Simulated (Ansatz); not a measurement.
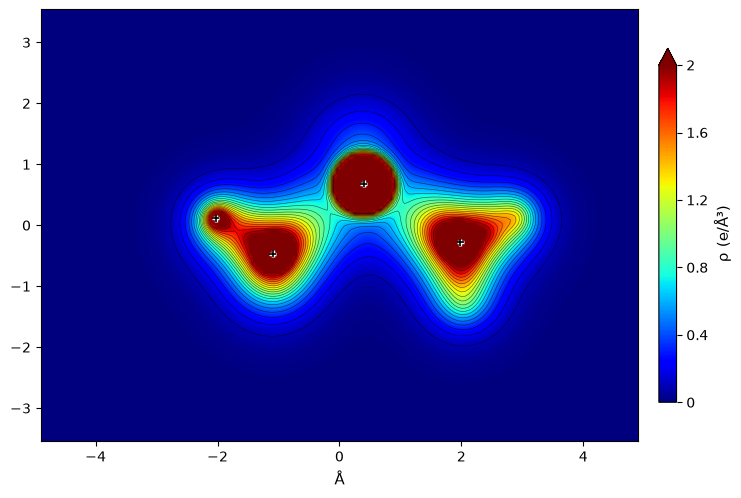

The total electron density on a plane through atoms (crosses mark nuclei in the plane).

Method: Ansatz 0.2.0, isolated molecule in a Gaussian basis; Kohn-Sham density functional theory, functional PBE0.

Candidates:
A. GaH$_{2}$OSi (SMILES [O-][Ga+][SiH2-]) (charge −1)
B. C$_{2}$H$_{5}$Sn (SMILES [CH2]=[Sn][CH3]) (doublet)
C. C$_{2}$H$_{7}$Si (SMILES [CH2][SiH2]C) (doublet)

> Which candidate gave the map?

Candidate C: C$_{2}$H$_{7}$Si on the plane of atoms Si3, C2 and H10, which holds C, Si and H. C–Si (1.85 Å): ρ at the midpoint is about 0.98 e/Å³. C–H (1.10 Å): the density is about 1.9 e/Å³ at the midpoint.
